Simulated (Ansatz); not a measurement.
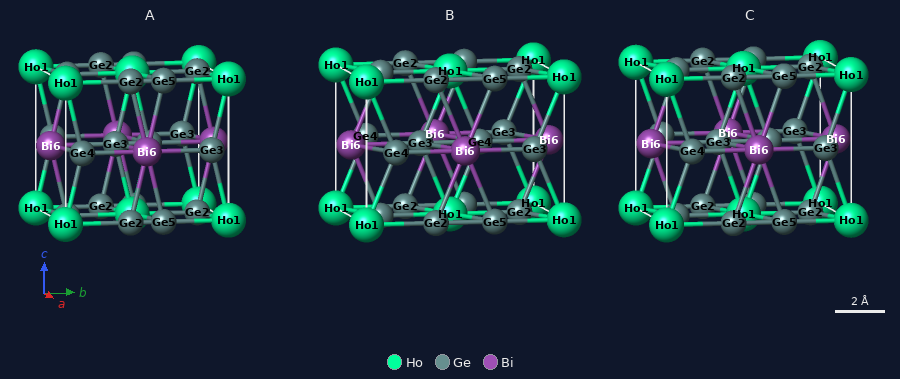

3 geometries from one relaxation of solid HoGe4Bi (a generated structure, set up in Cmmm) (coarse preliminary run), in shuffled order. Style: ball-and-stick. Shown: the conventional cell (2 times the calculation's cell), slightly off an axis. Lengths and directions refer to the drawn axes.

Computed with DFT PBE, scalar-relativistic, plane waves, PAW; 4f electrons in the core of a trivalent norm-conserving potential in Ansatz 0.2.0. (plane-wave cutoff 690 eV; k-point mesh 4 × 4 × 4; occupations gaussian; smearing width 0.1 eV; no spin polarisation; cell and atoms relaxed; force threshold 0.04 eV/Å; at most 70 steps)

Q: Put them in the order of the run, from the start to the converged end.

A: A, C, B. They are steps 0, 3, 10, at +44.175 eV per cell of the calculation, +1.247 eV per cell of the calculation relative to the last. The energy falls by 44.175 eV per cell of the calculation in 8 accepted moves (10 points after the start). The largest force component goes from 87 to 0.0078 eV/Å. Pressure: 126.10 GPa at the start and −0.31 GPa at the end. The SCF was repeated twice at an unchanged geometry on a basis and grid sized afresh for the cell, which shifted the energy by 19.2 meV per cell of the calculation at most. The largest moves relative to the cell, 0.40 Å, are those of Ge2 and Ge5. Ge2 goes along −b. Ho and Bi stay in place. Cell: a 5.762 → 5.944 Å (+3.1 %), b 6.834 → 8.287 Å (+21.3 %), c 5.832 → 5.906 Å (+1.3 %). Volume +26.7 %. Among the contacts that change: Ge2–Ge5 1.381 → 2.465 Å, Ge3–Ge4 1.403 → 2.478 Å, Ho1–Ge2 2.963 → 3.217 Å, Ge3–Bi6 2.965 → 3.220 Å. Among the angles between lasting bonds that change: Bi6–Ge2–Bi6 153.4° → 134.7°, Ho1–Ge4–Ho1 152.9° → 134.5°, Ho1–Ge2–Ho1 153.0° → 135.0°. The space group stays Cmmm (No. 65).
